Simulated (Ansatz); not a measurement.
# BH2O (SMILES [BH]O) at U-r2SCAN/cc-pVTZ

What is the electronic atomisation energy of BH2O at U-r2SCAN/cc-pVTZ? 

The calculation is run with Ansatz 0.2.0.

50 further runs of the same task are left out: 50 set aside as unsound or not needed.

## 1. Starting point

BH2O has 4 atoms, charge 0, and is taken as a doublet. SMILES: `[BH]O`. The shape is that of a PBE0-D4/def2-TZVP optimisation.

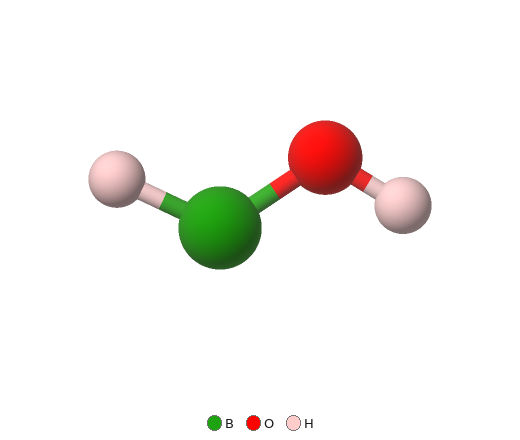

Viewed from a chosen angle; boron green, oxygen red, hydrogen pink.

## 2. The energy at U-r2SCAN/cc-pVTZ

in.yaml

```yaml
crystal:
  periodic: [false, false, false]
  atoms:
    - {symbol: B, position_ang: [-0.006100, -0.485500, 0.388300]}
    - {symbol: O, position_ang: [0.119700, 0.544500, -0.448600]}
    - {symbol: H, position_ang: [-1.064200, -1.032400, 0.540300]}
    - {symbol: H, position_ang: [1.006100, 0.913200, -0.500300]}
basis:
  gaussian:
    orbitals: cc-pVTZ
magnetization:
  spin_polarized: true
  initial_magnetization: 1
hamiltonian:
  xc: {name: r2SCAN}
accuracy: high
output: {orbitals: {seedname: orbitals}}
```

The run is started by

```sh
$ ansatz run in.yaml --threads 1 --pin off --max-ram 3480MiB --events-out events.jsonl --progress --plain --runs-dir runs
```

Standard output:

```text
Warning: RAYON_NUM_THREADS=1 ignored (pool sized by the plan → 1); use --threads N
Functional definition: r2SCAN
  name "r2SCAN"
  parameter k0 = 0.174
  parameter k1 = 0.065
  parameter a1 = 4.9479
  exchange = r2scan_x(k0 = k0, k1 = k1, a1 = a1)
  correlation = r2scan_c
1459 factors; integrals over basis functions are off by at most 3.0e-9 eV
mean field evaluation 1: about -2750.4899 eV, gradient 3.5e1 eV
mean field evaluation 2: about -2737.7817 eV, gradient 6.7e1 eV
mean field evaluation 4: about -2754.3374 eV, gradient 1.9e0 eV
mean field evaluation 8: about -2754.3531 eV, gradient 5.0e-2 eV
mean field evaluation 16: about -2754.3531 eV, gradient 1.4e-5 eV
mean field -2754.35310790 eV, -101.2206097478 hartree, gradient 1.4e-8 eV, S^2 0.753124; 0 other end points of the search recorded, 0 dependent functions left out
reference -2754.35311038 eV, -101.2206098390 hartree; 8, 7 occupied and 80, 81 virtual orbitals, 1459 factors
Total energy: -2754.35311038 eV, -101.2206098390 hartree
```

Wall time 7.2 s (1 thread of Arm Neoverse V1, shared host); peak memory 0.25 GiB.

## 3. The B atom at the same level

job.yaml

```yaml
crystal:
  periodic: [false, false, false]
  atoms:
    - {symbol: B, position_ang: [0.000000, 0.000000, 0.000000]}
basis:
  gaussian:
    orbitals: cc-pVTZ
magnetization:
  spin_polarized: true
  initial_magnetization: 1
hamiltonian:
  xc: r2scan
accuracy: high
```

Run the same way, it converges to -24.63650 Eh (log not shown).

## 4. The H atom

in.yaml

```yaml
crystal:
  periodic: [false, false, false]
  atoms:
    - {symbol: H, position_ang: [0.000000, 0.000000, 0.000000]}
basis:
  gaussian: {orbitals: cc-pVTZ}
magnetization: {spin_polarized: true, initial_magnetization: 1}
hamiltonian: {xc: {name: r2SCAN}}
accuracy: high
```

The run is started by

```sh
$ ansatz run in.yaml --threads 1 --pin off --max-ram 3480MiB --events-out events.jsonl --progress --plain --runs-dir runs
```

Standard output (excerpt; [...] marks lines left out):

```text
Warning: RAYON_NUM_THREADS=1 ignored (pool sized by the plan → 1); use --threads N
[... 7 set-up lines as earlier in the session ...]
92 factors; integrals over basis functions are off by at most 8.9e-10 eV
mean field evaluation 1: about -13.6048 eV, gradient 1.6e-1 eV
mean field evaluation 2: about -13.6036 eV, gradient 1.5e-1 eV
mean field evaluation 4: about -13.6037 eV, gradient 3.7e-3 eV
mean field evaluation 8: about -13.6037 eV, gradient 1.2e-8 eV
mean field -13.60373187 eV, -0.4999279254 hartree, gradient 5.9e-10 eV, S^2 0.750000; 0 other end points of the search recorded, 0 dependent functions left out
reference -13.60373308 eV, -0.4999279697 hartree; 1, 0 occupied and 13, 14 virtual orbitals, 92 factors
Total energy: -13.60373308 eV, -0.4999279697 hartree
```

Wall time 0.48 s (1 thread of Arm Neoverse V1, shared host).

## 5. The O atom, same level

job.yaml

```yaml
crystal:
  periodic: [false, false, false]
  atoms:
    - symbol: O
      position_ang: [0.000000, 0.000000, 0.000000]
basis:
  gaussian:
    orbitals: cc-pVTZ
hamiltonian:
  xc: r2scan
accuracy: high
magnetization:
  spin_polarized: true
  initial_magnetization: 2
```

Run the same way, it converges to -75.05462 Eh (log not shown).

## 6. Summary of results

Level: U-r2SCAN/cc-pVTZ.

```
                                    quantity          value
                      molecule: total energy  -101.22061 Eh
molecule: HOMO energy (highest over α and β)       -4.64 eV
 molecule: LUMO energy (lowest over α and β)       -1.30 eV
                              molecule: ⟨S²⟩          0.753
                        B atom: total energy   -24.63650 Eh
                                B atom: ⟨S²⟩          0.757
                        H atom: total energy    -0.49993 Eh
                                H atom: ⟨S²⟩          0.750
                        O atom: total energy   -75.05462 Eh
                                O atom: ⟨S²⟩          2.004
               electronic atomisation energy      14.412 eV
```

In words: Taking the molecule apart into free atoms costs 14.41 eV (332 kcal/mol), before zero-point energy and without spin-orbit coupling.
